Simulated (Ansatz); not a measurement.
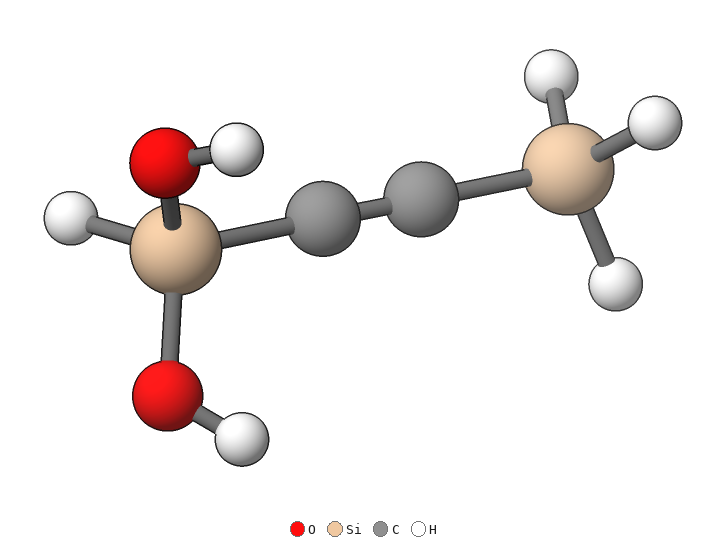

Which formula does it have?

C₂H₆O₂Si₂, 12 atoms: 2 carbon, 6 hydrogen, 2 oxygen and 2 silicon.

Name functional groups in it.

Among them: alkyne, Si–H bond, Si–O bond.

Does it have rings?

It has no ring.

More results for the same structure follow; atom numbers are the same in all pictures, views and colours differ. The geometry was computed by an optimisation with PBE0-D4/def2-TZVP.

### Shape

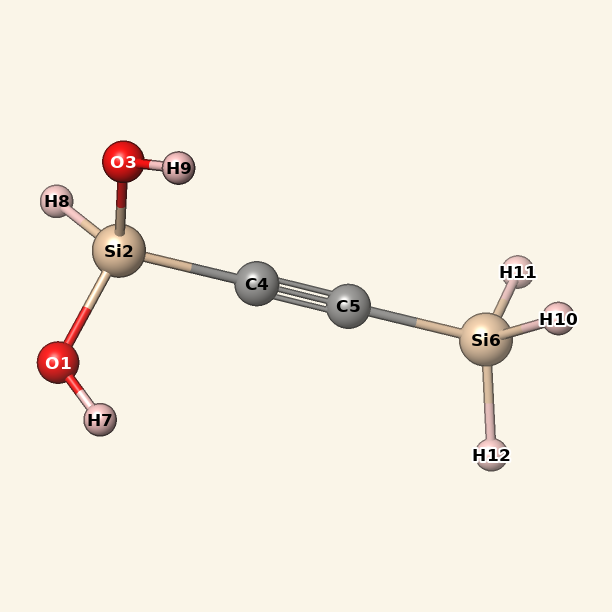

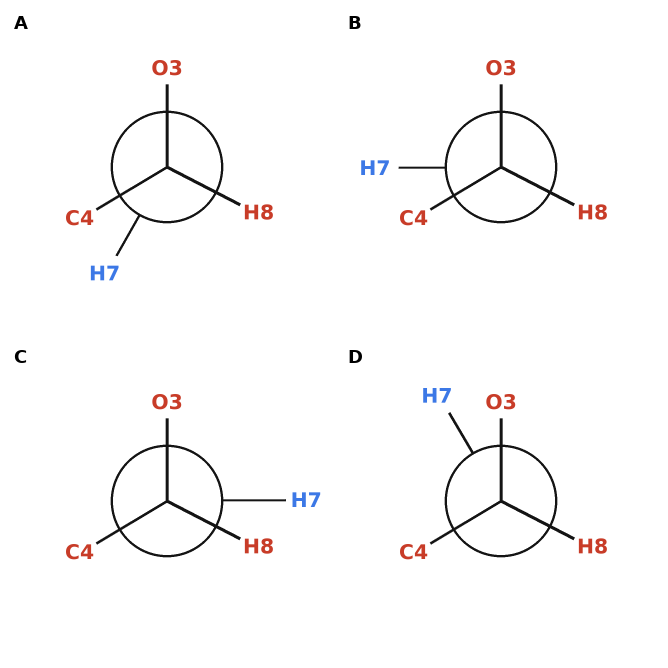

Atoms fade into the background with distance from the viewer. Bonds that would overlap in a projection are set slightly apart.

Which Newman projection shows the view along Si2–O1, with Si2 in front?

B. The torsion angle O3–Si2–O1–H7 is −90°, about perpendicular.

### Levels of theory compared

Program: Ansatz 0.2.0.

Tabulate vertical IP (eV), HOMO energy (eV) at these levels: B3LYP-D4/def2-TZVPP; PBE-D4/def2-TZVPP; PBE0-D4/def2-TZVPP; r2SCAN-D4/def2-TZVPP; ωB97M-V/def2-TZVPP; ωB97X-V/def2-TZVPP.

```csv
level,vertical IP (eV),HOMO energy (eV)
B3LYP-D4/def2-TZVPP,10.27,−8.10
PBE-D4/def2-TZVPP,9.83,−7.08
PBE0-D4/def2-TZVPP,10.30,−8.35
r2SCAN-D4/def2-TZVPP,10.00,−7.36
ωB97M-V/def2-TZVPP,10.50,−10.58
ωB97X-V/def2-TZVPP,10.54,−10.71
```

### Charges

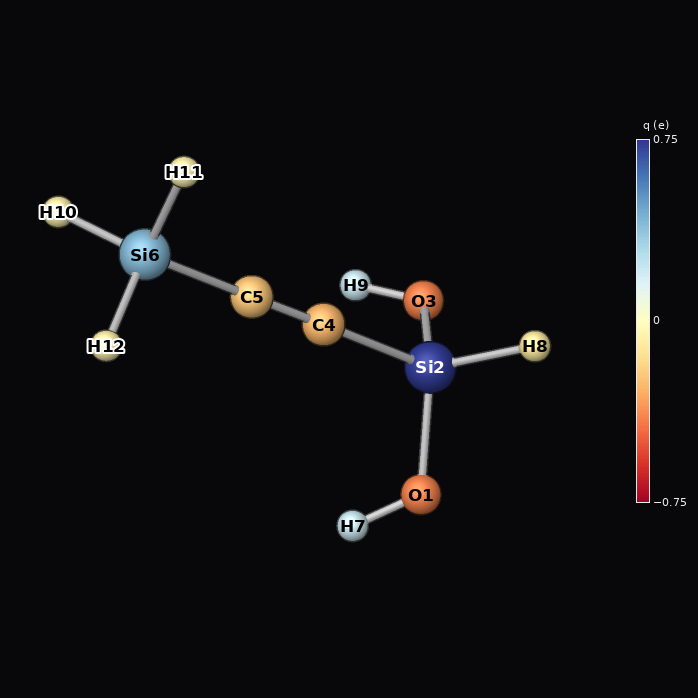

Atoms are coloured by their Mulliken charges. Properties computed with RKS r2SCAN-D4/def2-TZVPP (Ansatz 0.2.0).

List the Mulliken charges.

```tsv
atom	value (e)
O1	−0.39
Si2	0.73
O3	−0.39
C4	−0.26
C5	−0.22
Si6	0.40
H7	0.20
H8	−0.09
H9	0.20
H10	−0.06
H11	−0.06
H12	−0.06
```

### Dipole moment

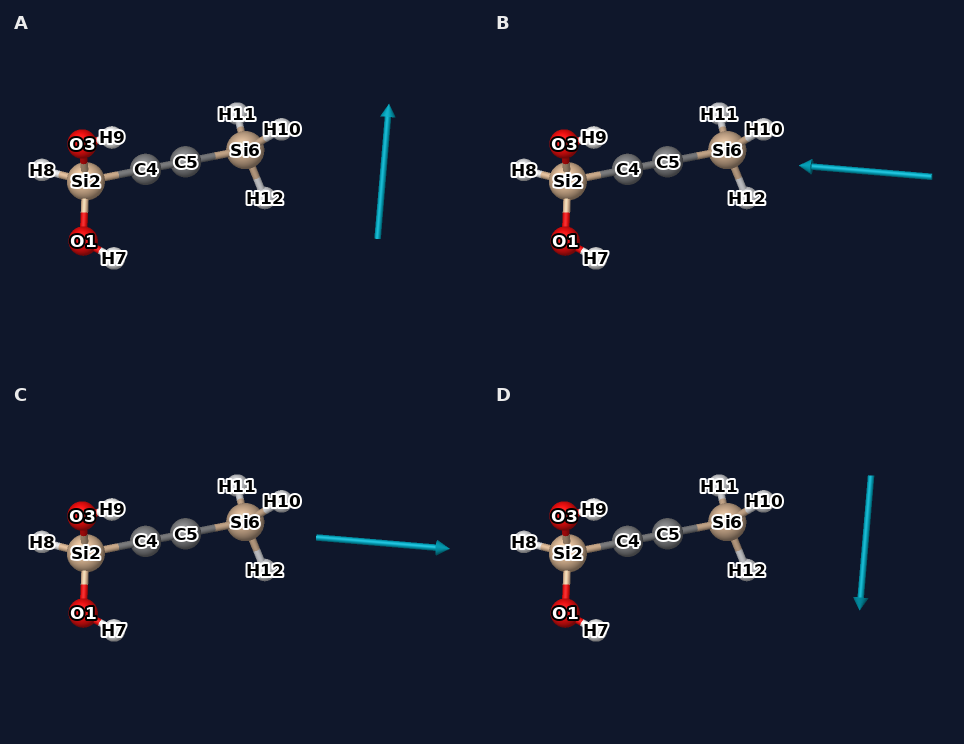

The same molecule four times, each with an arrow. Level of theory: RKS PBE-D4/def2-TZVPP (Ansatz 0.2.0).

Which arrow points along the dipole moment, from the negative to the positive end?

C. The dipole moment is 2.57 D; it points from the side of H8 to the side of H10 (the outermost atoms at the two ends).

Mulliken values depend strongly on the basis set and can even reverse the polarity of a bond.
